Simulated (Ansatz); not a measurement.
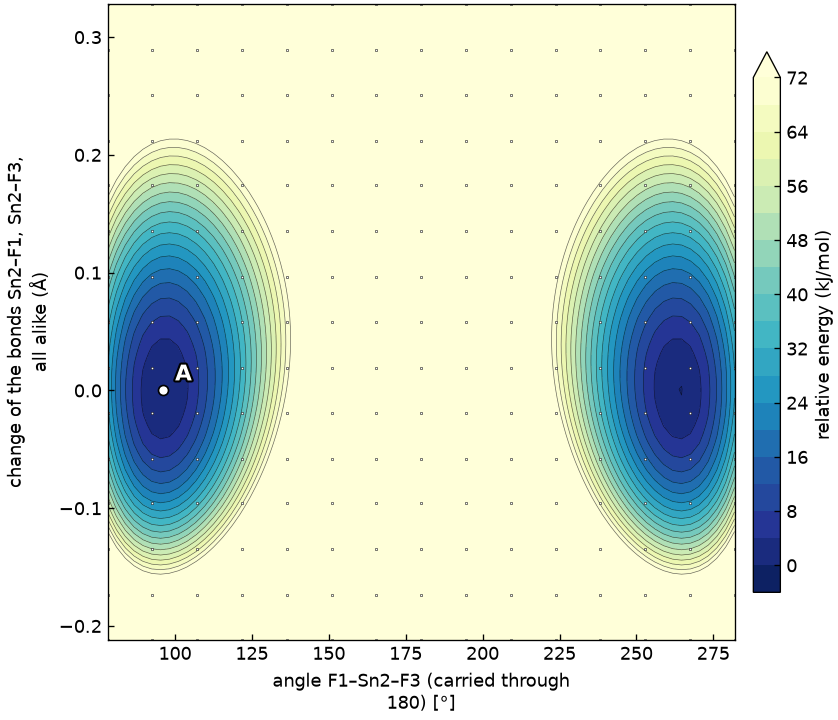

F2Sn, SMILES [F][Sn][F]. Coordinates scanned: (1) angle F1–Sn2–F3 (carried through 180); (2) change of the bonds Sn2–F1, Sn2–F3, all alike. Nothing is relaxed (all other coordinates rigid). Grid: 15 × 15 points; 120 points were computed and 105 follow by symmetry. Points are written as (first, second). Energies are in kJ/mol, from the relaxed molecule at the same level. The restricted reference is unstable at some or all points, so the energies there are unreliable. Theory: RHF-MP2, frozen core/def2-TZVP (Ansatz 0.2.0).

Drawn: filled contours, dots at the grid points, one colour for all values above the top of the scale, the well A. Between grid points the surface is interpolated.

Question: Estimate the position of the minimum and the force constants in these coordinates. Take the well at A.

Answer: The interpolated minimum is at the first coordinate ≈ 96.2°, the second coordinate ≈ 0.000 Å. The curvatures there are about 4.8 eV/rad² and 46 eV/Å², with a cross term of about −0.9 eV/(rad·Å). Round the minimum the two coordinates are weakly coupled (coupling −0.06 in units of the two stiffnesses). (1 eV is 96.5 kJ/mol.)
